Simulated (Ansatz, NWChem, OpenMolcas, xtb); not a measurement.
## KLi (Lithium Potassium): the HOMO–LUMO gap, rung by rung

The species is KLi (2 atoms), meant as a singlet with charge 0. SMILES: `[Li][K]`. Geometry: the measured bond length.

```xyz
2

Li    0.0000    0.0000    0.0000
K     0.0000    0.0000    3.2700
```

Quantity: the HOMO–LUMO gap, in eV. The values are calculated.

```tsv
level	kind	program	value (eV)	CPU time
GFN0-xTB	semi-empirical	xtb	2.84	under 2 s
HF/def2-TZVP	Hartree–Fock	OpenMolcas	4.34	1.9 s
SVWN5/def2-TZVP	LDA	OpenMolcas	1.17	3.7 s
PBE/def2-TZVP	GGA	NWChem	1.18	8.7 s
M06-L/def2-TZVP	meta-GGA	OpenMolcas	1.72	6.1 s
M06-2X/def2-TZVP	hybrid meta-GGA	OpenMolcas	2.85	5.3 s
wB97X/def2-TZVP	range-separated hybrid	Ansatz	4.59	19 s
B2PLYP/def2-TZVP	double hybrid	OpenMolcas	2.93	3.8 s
```

The values span 1.17 to 4.59 eV. Orbital gaps aren't excitation energies, and those of double hybrids come from the SCF part alone; they tend to grow with the share of exact exchange. Times are those of the runs behind each value, whatever else they computed, on shared processors of several kinds: orders of magnitude only.

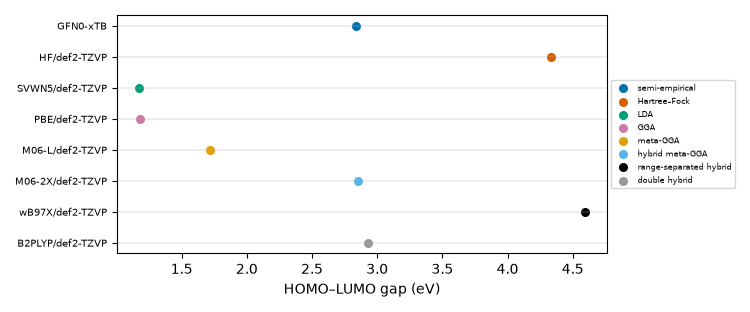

The values of the table, level by level.
